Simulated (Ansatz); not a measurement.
# Calculations on SiH₄F

## 1. Relaxation

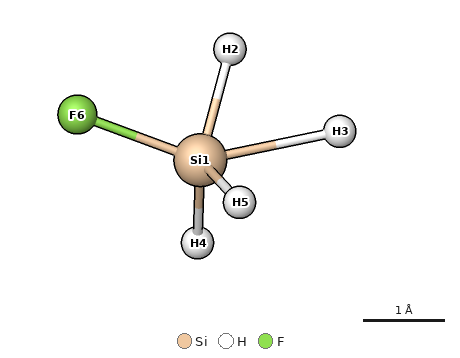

Starting structure of SiH₄F (multiplicity 2). Style: ball-and-stick. Shown at a tilt.

The run prepares an end point of a later path (reaction) calculation, from a guessed geometry.

All numbers below come from Ansatz, UKS PBE-D4/def2-SVP.

Input file:
```yaml
crystal:
  periodic: [false, false, false]
  atoms:
    - { symbol: Si, position_ang: [-0.208346, 0.007052, 0.596933] }
    - { symbol: H, position_ang: [1.184288, 0.022365, 1.092791] }
    - { symbol: H, position_ang: [1.144735, -0.03333, -0.611158] }
    - { symbol: H, position_ang: [-0.728729, 1.265461, -0.028606] }
    - { symbol: H, position_ang: [-0.71714, -1.248637, -0.044911] }
    - { symbol: F, position_ang: [-0.673408, -0.01291, 2.17635] }
magnetization:
  spin_polarized: true
  initial_magnetization: 1
basis:
  gaussian: { orbitals: def2-SVP }
hamiltonian:
  xc: pbe
  dispersion: d4
relax:
  f_tol: 0.03
  max_steps: 50
```

Run as
```bash
ansatz run input.yaml --threads 1 --pin off --max-ram 2048MiB --backend cpu --events-out ev --progress --plain --runs-dir out
```

Where does the relaxation end?

The atom that moves furthest after the best rigid fit is H3 (1.02 Å). Largest moves by element: H 1.02 Å, F 0.50 Å, Si 0.33 Å. Some distances before and after: Si1–H3 1.814 → 3.028 Å, Si1–H2 1.478 → 1.501 Å, Si1–F6 1.647 → 1.640 Å. Among the angles between lasting bonds that change: H2–Si1–F6 86.8° → 108.6°, H2–Si1–H5 118.2° → 110.3°, H2–Si1–H4 117.3° → 110.3°. Over 10 accepted moves (12 points after the start) the energy falls by 0.326 eV. Largest force component: 1.4 eV/Å at the start, 0.0033 eV/Å at the end. The line search rejected the trial steps at points 9, 11 of the run. The forces were under the threshold at step 8, but the run went on from there.

Final geometry:

```xyz
6

Si   -0.2624    0.0011    0.9210
H     1.1903    0.0035    1.2994
H     1.4256   -0.0065   -1.5930
H    -0.5962    1.2289    0.1244
H    -0.5953   -1.2347    0.1369
F    -1.1607    0.0077    2.2928
```

After the run, drawn alike:

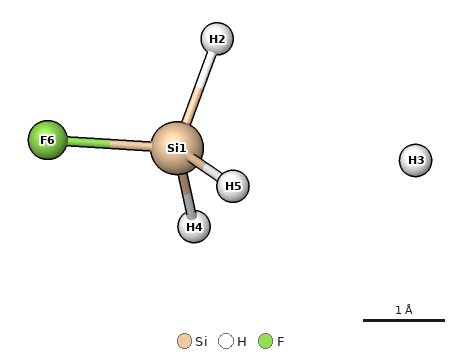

## 2. Relaxation

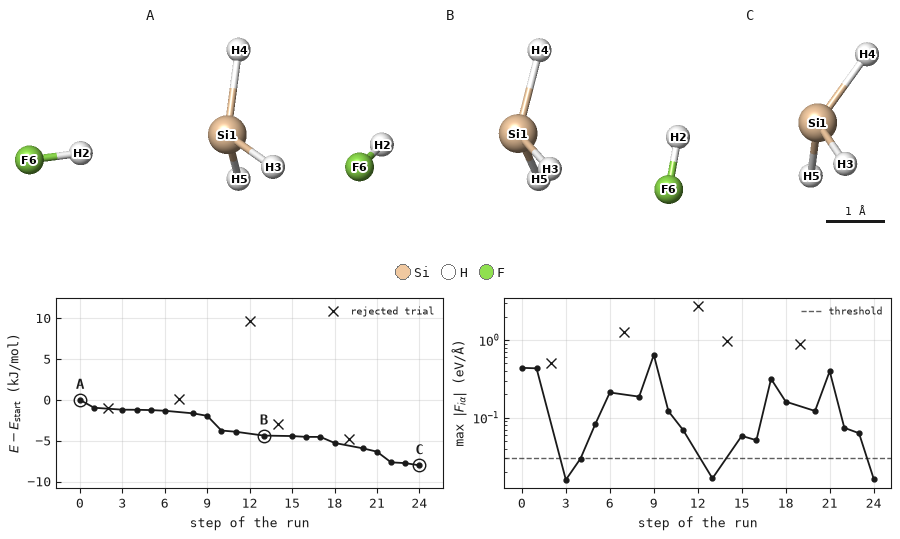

Frames of a relaxation of SiH4F (multiplicity 2), marked on the history of the run. A ball-and-stick model, seen at a tilt.

The run prepares an end point of a later path (reaction) calculation, from a guessed geometry.

The calculation used Ansatz, UKS PBE-D4/def2-SVP.

The input:
```yaml
crystal:
  periodic: [false, false, false]
  atoms:
    - { symbol: Si, position_ang: [0.000218, 0.0, -0.305735] }
    - { symbol: H, position_ang: [-0.003878, -1.0e-06, 2.351792] }
    - { symbol: H, position_ang: [1.445948, 0.0, -0.715315] }
    - { symbol: H, position_ang: [-0.72215, 1.251828, -0.716932] }
    - { symbol: H, position_ang: [-0.72215, -1.251828, -0.716932] }
    - { symbol: F, position_ang: [0.003413, 0.0, 3.284521] }
magnetization:
  spin_polarized: true
  initial_magnetization: 1
basis:
  gaussian: { orbitals: def2-SVP }
hamiltonian:
  xc: pbe
  dispersion: d4
relax:
  f_tol: 0.03
  max_steps: 50
```

Command:
```bash
ansatz run input.yaml --threads 1 --pin off --max-ram 2048MiB --backend cpu --events-out ev --progress --plain --runs-dir out
```

**What happens along the run?**

After 19 accepted moves (24 points after the start) the energy has fallen by 8.02 kJ/mol. Largest force component: 0.44 eV/Å at the start, 0.016 eV/Å at the end. The line search rejected the trial steps at points 2, 7, 12, 14, 19 of the run. The forces were under the threshold at step 3, but the run went on from there. The atom that moves furthest after the best rigid fit is F6 (0.87 Å). By element the largest moves are F 0.87 Å, H 0.52 Å, Si 0.27 Å. Among the contacts that change: H2–F6 0.933 → 0.942 Å. From step 0 to 13: F6 moves most (0.59 Å), energy −4.37 kJ/mol. From step 13 to 24: F6 moves most (0.57 Å), energy −3.64 kJ/mol.

Limits of the set-up: the start holds two separate molecules, 2.7 Å apart at their closest, whose relative position is a soft coordinate.

## 3. Path

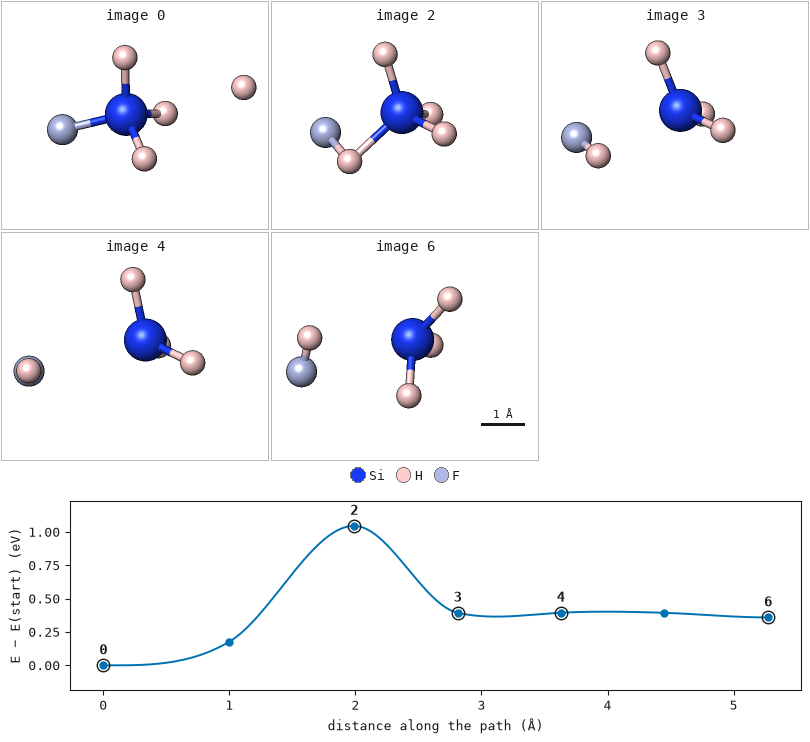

A nudged-elastic-band calculation for SiH$_{4}$F (multiplicity 2), made up at the start of SiH3F and H. Images are numbered from 0 (start) to 6 (end). The picture is a ball-and-stick view, seen at a tilt.

Theory: UKS PBE-D4/def2-SVP (Ansatz). Set-up: 5 movable images; climbing image; force threshold 0.03 eV/Å; iteration limit 60; starting path through a guess of the saddle point.

Q: Describe the mechanism and the energy profile.

A: The highest point, image 2, lies 1.05 eV above the start and 0.69 eV above the end; the end is at +0.36 eV relative to the start. Breaking: F–Si (1.64 → 2.94 Å), H–Si (1.50 → 2.52 Å). Forming: F–H (2.55 → 0.94 Å), H–Si (3.03 → 1.50 Å). The band is converged.

Limits of the set-up: the start holds two separate molecules, 2.9 Å apart at their closest, whose relative position is a soft coordinate.

Cost: 70 s on 1 thread of Intel(R) Xeon(R) 6975P-C (Granite Rapids) (shared host), peak memory 0.12 GiB.
